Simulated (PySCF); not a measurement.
# C₃H₅BS: what the fields show

The calculation's input:

```
{"job": {"kind": "uv", "xc": "PBE0", "basis": "def2-SVPD", "nstates": 8, "ntriplets": 3}, "charge": 0, "multiplicity": 1}
C      1.955416    -0.961107    -0.290705
C      1.409819     0.057545     0.053147
B      0.670712     1.300929     0.458343
S     -1.092061     1.360840     0.416424
C     -1.578401    -0.310620    -0.141376
H      2.457304    -1.837051    -0.585921
H      1.222016     2.272126     0.802909
H     -1.416295    -1.016049     0.667674
H     -0.987514    -0.592135    -1.006400
H     -2.632113    -0.269821    -0.396622
```

Run with:

```sh
OMP_NUM_THREADS=1 python probes_run.py task.json out
```

Geometry: GFN2-xTB.

Level of theory: PySCF, PBE0/def2-SVPD, SCF density, gas phase.

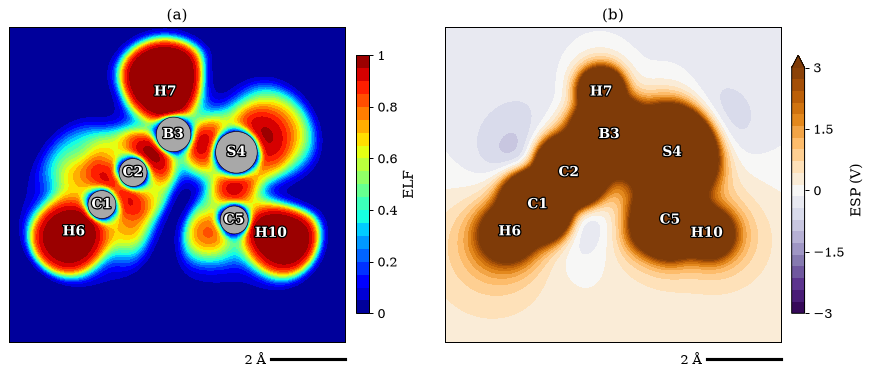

Figure 1. (a) electron localisation function; (b) molecular electrostatic potential on the plane of atoms C2, B3 and S4. Grey discs cover the atomic cores in the ELF map.

Read the bonding off the picture.

Answer. The plane passes through C, B, S and H nuclei.
C–C (1.21 Å): the ELF peaks at about 0.85 between the atoms (a short, multiple covalent bond).
C–B (1.50 Å): the ELF peaks at about 0.95 between the atoms (localised, covalent bonding).
B–S (1.76 Å): the ELF peaks at about 0.95 between the atoms; a covalent bond.
C–S (1.83 Å): the ELF peaks at about 0.95 between the atoms; a shared electron pair.
C–H (1.05 Å): the ELF climbs to about 1 towards the hydrogen, as it does in any bond to H (an ordinary covalent bond to hydrogen).
The ELF also peaks beside S4, away from the bonds: lone-pair regions.
Outside the dense part of the molecule the potential is most negative (−0.8 V) near C2.

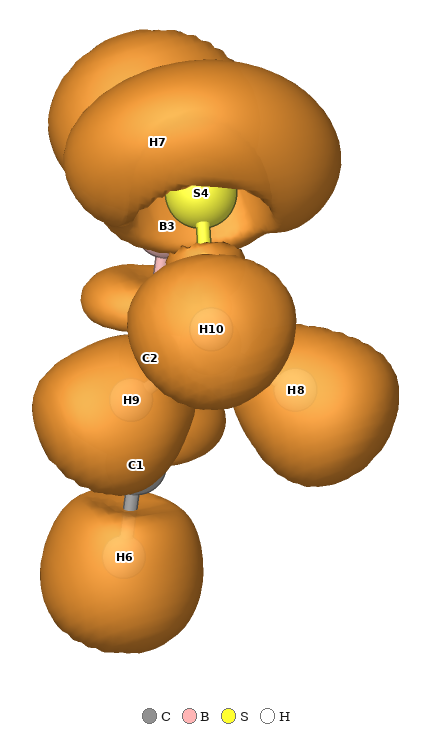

Figure 2. Isosurface of the ELF at 0.8 (orange), seen at an oblique angle. Only the valence region is drawn (cores and ρ < 0.01 e/Å³ removed).

What do the ELF domains correspond to?

Answer. The surface consists of one region between bonded B–C atoms (shared pairs), one region between bonded C–C atoms (shared pairs), one region between bonded C–S atoms (shared pairs), five regions around hydrogen nuclei and one region on S in which the atom's valence shell and bonds are merged.

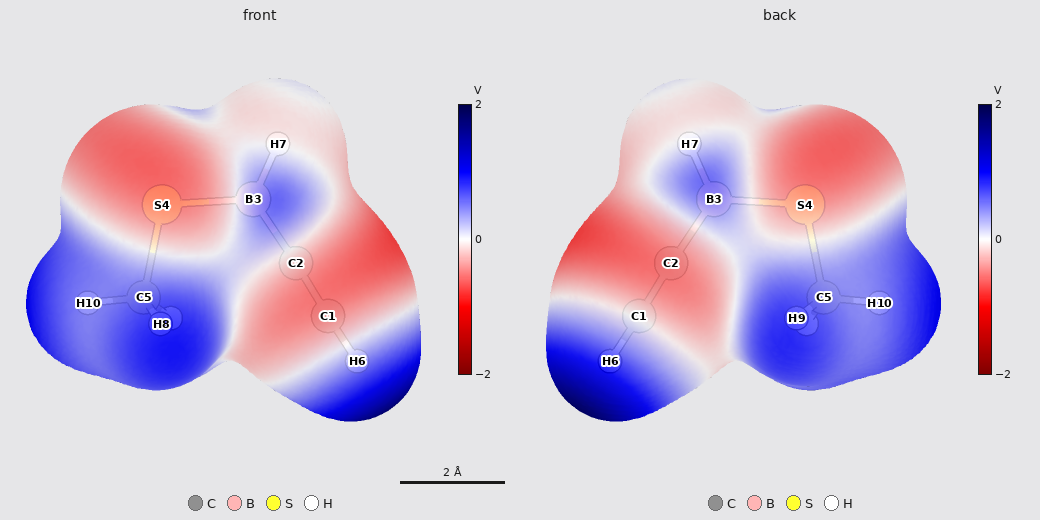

Figure 3. The molecular electrostatic potential painted on the density surface at 0.002 e/bohr³, seen from the front and from behind; the colour scale runs from red (negative) to blue (positive).

Which sites attract a positive test charge, and which a negative one?

Answer. A positive charge is drawn to the negative regions and a negative charge to the positive ones. The most negative region (about −0.7 V) lies over C1 and C2, the most positive (about +1.8 V) over H6.

How polar is the molecule by this calculation?

Answer. Its dipole moment is 2.17 D.
